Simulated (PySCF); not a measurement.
NMR shielding calculation of C$_{9}$H$_{20}$OSi

The run: NMR shielding calculation of C$_{9}$H$_{20}$OSi. Method and program: GIAO PBE0/6-31G* NMR shielding, non-relativistic, gas phase (PySCF 2.14.0).

The geometry comes from this level: GFN2-xTB. Figures and captions count atoms from 1; the log counts them from 0 in places.

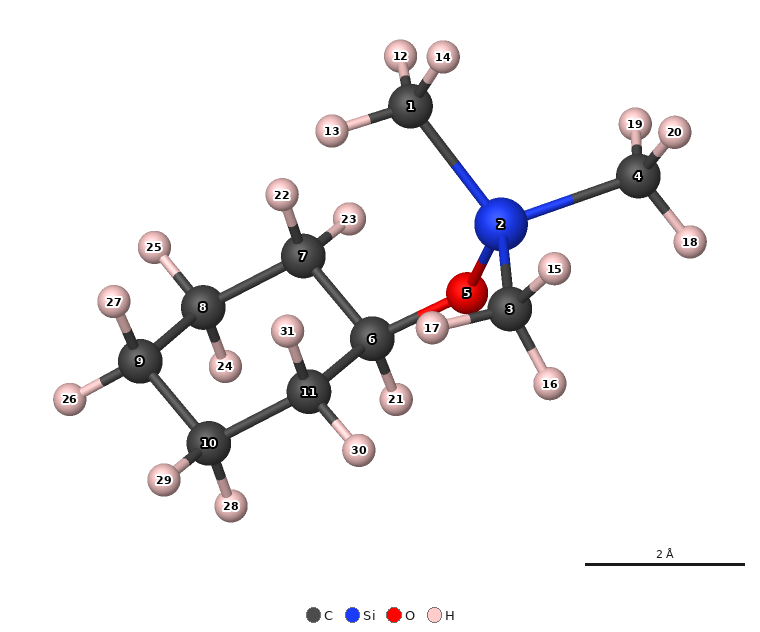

Fig. 1: The input geometry (ball-and-stick view, seen at a tilt; atoms are numbered from 1 in the order of the input).

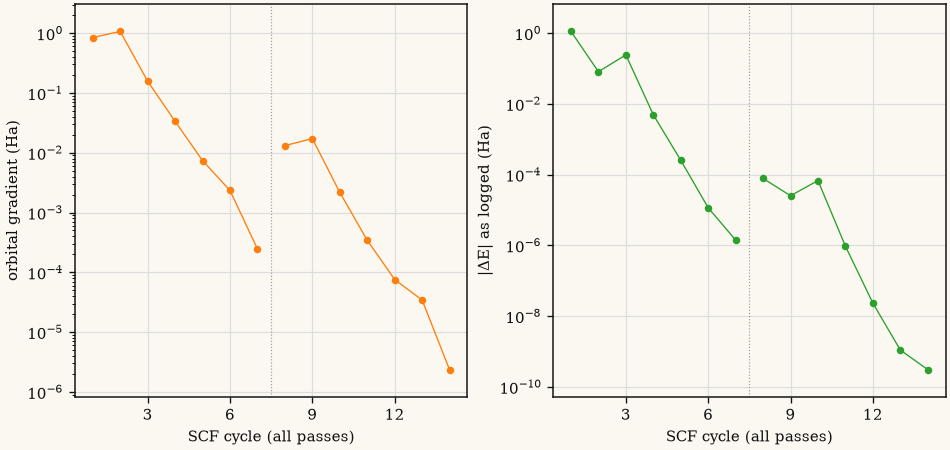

Fig. 2: Convergence of the self-consistent field: orbital gradient and size of the energy change against the SCF cycle. The dotted line marks the change from a coarse to the final integration grid. The first 7 cycles use a coarse grid, the final grid takes over at cycle 8, and the field converges after 14 cycles in all.

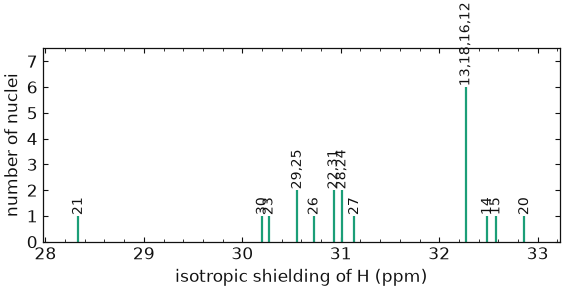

Fig. 3: Isotropic shieldings of the hydrogen nuclei in this fixed geometry, labelled by atom number; shielding grows to the right, so chemical shift grows to the left. The least shielded is H21 (28.3 ppm), the most shielded H20 (32.9 ppm).

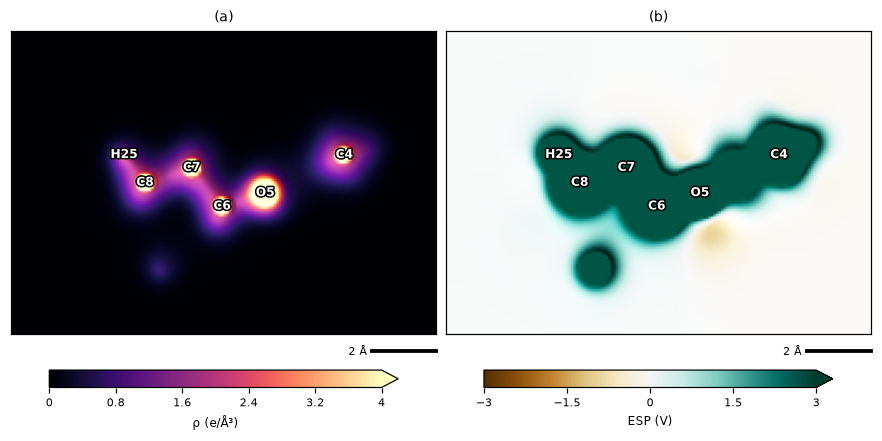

Fig. 4: (a) total electron density; (b) molecular electrostatic potential on the plane of atoms C7, C8 and H25. The section cuts through C, O and H sites. C–O (1.40 Å): ρ at the midpoint is about 2 e/Å³, with its minimum of 1.7 e/Å³ about 0.5 Å from C. C–H (1.09 Å): ρ is about 1.9 e/Å³ halfway.

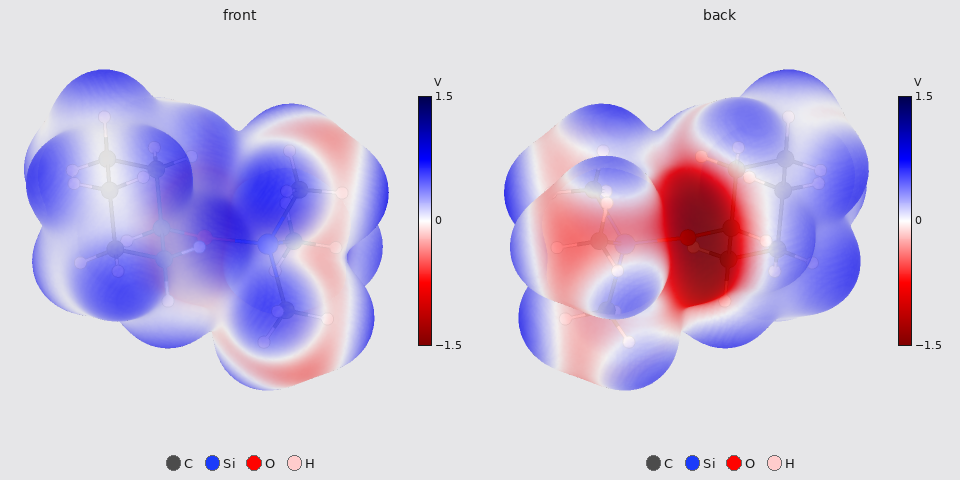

Fig. 5: The molecular electrostatic potential painted on the density surface at 0.002 e/bohr³, seen at a tilt and from behind; red is negative and blue positive. A positive charge is drawn to the negative regions and a negative charge to the positive ones. Its dipole moment is 1.26 D.

These pictures come from the run below.

**Input**
```
{"job": {"xc": "PBE0", "basis": "6-31G*", "kind": "nmr", "pop": true}, "charge": 0, "multiplicity": 1}
C     -1.691625     0.236512     1.982368
Si    -2.024914     0.019021     0.111261
C     -2.403968     1.744223    -0.621022
C     -3.502817    -1.141831    -0.161068
O     -0.845982    -0.758910    -0.700085
C      0.547013    -0.627020    -0.781700
C      1.229981    -1.325082     0.395381
C      2.747027    -1.246806     0.256865
C      3.201216     0.207499     0.174219
C      2.516158     0.912903    -0.992662
C      0.999386     0.829161    -0.851936
H     -1.440555    -0.711233     2.450839
H     -0.873357     0.925633     2.176046
H     -2.565798     0.627770     2.493275
H     -3.364802     2.113214    -0.276390
H     -2.443206     1.703492    -1.705939
H     -1.657707     2.485673    -0.349607
H     -3.687115    -1.303189    -1.217605
H     -3.338329    -2.112504     0.294445
H     -4.404153    -0.721970     0.271756
H      0.835997    -1.135863    -1.713310
H      0.912972    -0.836935     1.318036
H      0.899803    -2.364386     0.433243
H      3.056034    -1.774632    -0.648276
H      3.220324    -1.738231     1.109117
H      4.285193     0.252719     0.051777
H      2.947684     0.718880     1.105512
H      2.819808     0.441711    -1.930274
H      2.824514     1.959610    -1.029254
H      0.506644     1.317642    -1.693732
H      0.682547     1.332418     0.063353
```

The first line tells a small driver script what to run in PySCF; the rest is the geometry in Å.

Launched with:
```bash
OMP_NUM_THREADS=1 python <driver script> task.json out
```

**Log**
```
coarse grid: 24888 points
cycle   1  E = -719.0759379676  dE =  1.111e+00  |g| = 8.448e-01  |ddm| = 4.693e+00
cycle   2  E = -718.9949335421  dE =  8.100e-02  |g| = 1.069e+00  |ddm| = 1.844e+00
cycle   3  E = -719.2360064839  dE = -2.411e-01  |g| = 1.570e-01  |ddm| = 1.151e+00
cycle   4  E = -719.2409040242  dE = -4.898e-03  |g| = 3.349e-02  |ddm| = 1.583e-01
cycle   5  E = -719.2411573520  dE = -2.533e-04  |g| = 7.377e-03  |ddm| = 3.861e-02
cycle   6  E = -719.2411688109  dE = -1.146e-05  |g| = 2.334e-03  |ddm| = 1.004e-02
cycle   7  E = -719.2411702178  dE = -1.407e-06  |g| = 2.456e-04  |ddm| = 2.480e-03
final grid: 231448 points
cycle   8  E = -719.1380002104  dE = -7.755e-05  |g| = 1.313e-02  |ddm| = 4.389e-02
cycle   9  E = -719.1379750854  dE =  2.513e-05  |g| = 1.724e-02  |ddm| = 2.725e-02
cycle  10  E = -719.1380425927  dE = -6.751e-05  |g| = 2.173e-03  |ddm| = 1.580e-02
cycle  11  E = -719.1380435352  dE = -9.425e-07  |g| = 3.435e-04  |ddm| = 2.281e-03
cycle  12  E = -719.1380435584  dE = -2.317e-08  |g| = 7.548e-05  |ddm| = 4.099e-04
cycle  13  E = -719.1380435595  dE = -1.094e-09  |g| = 3.434e-05  |ddm| = 1.168e-04
cycle  14  E = -719.1380435598  dE = -3.054e-10  |g| = 2.354e-06  |ddm| = 3.474e-05
converged SCF energy = -719.1380435598

GIAO shielding tensors (ppm)
atom      isotropic    diamagn.    paramagn.     s11        s22        s33       span
  0 C      192.111     254.375     -62.264    184.738    192.900    198.695     13.957
  1 Si     407.193     881.252    -474.059    385.990    395.574    440.014     54.024
  2 C      191.661     253.146     -61.485    183.320    191.305    200.359     17.039
  3 C      193.926     250.839     -56.913    184.174    194.901    202.702     18.529
  4 O      265.308     394.067    -128.759    245.179    272.418    278.328     33.149
  5 C      124.384     237.556    -113.172    100.826    108.975    163.351     62.525
  6 C      158.897     249.142     -90.245    149.526    157.059    170.108     20.582
  7 C      169.787     243.147     -73.360    165.612    167.946    175.803     10.190
  8 C      169.157     243.214     -74.057    165.867    168.203    173.401      7.534
  9 C      169.651     243.343     -73.692    165.702    167.770    175.480      9.779
 10 C      158.155     250.313     -92.158    148.860    158.264    167.341     18.481
 11 H       32.267      32.602      -0.335     28.638     30.380     37.782      9.144
 12 H       32.218      33.784      -1.566     28.255     31.313     37.085      8.831
 13 H       32.489      30.761       1.728     28.217     29.731     39.519     11.302
 14 H       32.574      30.159       2.415     28.242     29.924     39.557     11.315
 15 H       32.263      31.646       0.617     28.741     29.910     38.137      9.395
 16 H       32.308      33.027      -0.720     28.142     31.654     37.127      8.985
 17 H       32.244      30.356       1.888     28.036     30.153     38.542     10.506
 18 H       32.315      30.801       1.515     27.942     30.549     38.454     10.512
 19 H       32.866      29.137       3.729     28.471     30.326     39.802     11.331
 20 H       28.334      31.880      -3.546     23.731     29.754     31.516      7.785
 21 H       30.918      34.253      -3.335     26.526     30.747     35.481      8.955
 22 H       30.270      32.370      -2.100     25.654     30.332     34.824      9.170
 23 H       31.011      30.304       0.707     27.102     29.128     36.803      9.701
 24 H       30.577      29.334       1.243     25.423     28.745     37.564     12.141
 25 H       30.727      29.084       1.643     25.904     28.514     37.763     11.859
 26 H       31.139      29.890       1.249     28.523     28.700     36.193      7.670
 27 H       31.009      30.600       0.409     27.022     29.230     36.775      9.753
 28 H       30.540      29.700       0.840     25.328     28.970     37.321     11.994
 29 H       30.201      33.557      -3.355     25.062     31.073     34.469      9.407
 30 H       30.938      35.145      -4.207     27.059     30.539     35.216      8.157
```

**Summary**

```json
{"quantity": "outcome", "value": "converged"}
{"quantity": "total energy", "value": "−719.138044 hartree"}
{"quantity": "HOMO", "value": "−7.14 eV"}
{"quantity": "LUMO", "value": "2.28 eV"}
{"quantity": "dipole moment", "value": "1.26 D"}
{"quantity": "isotropic shielding, C", "value": "124.4 to 193.9 ppm"}
{"quantity": "isotropic shielding, Si", "value": "407.2 ppm"}
{"quantity": "isotropic shielding, O", "value": "265.3 ppm"}
{"quantity": "isotropic shielding, H", "value": "28.3 to 32.9 ppm"}
{"quantity": "hardware", "value": "1 CPU thread, shared host"}
{"quantity": "wall time", "value": "58 s"}
{"quantity": "peak memory", "value": "1 GiB"}
```
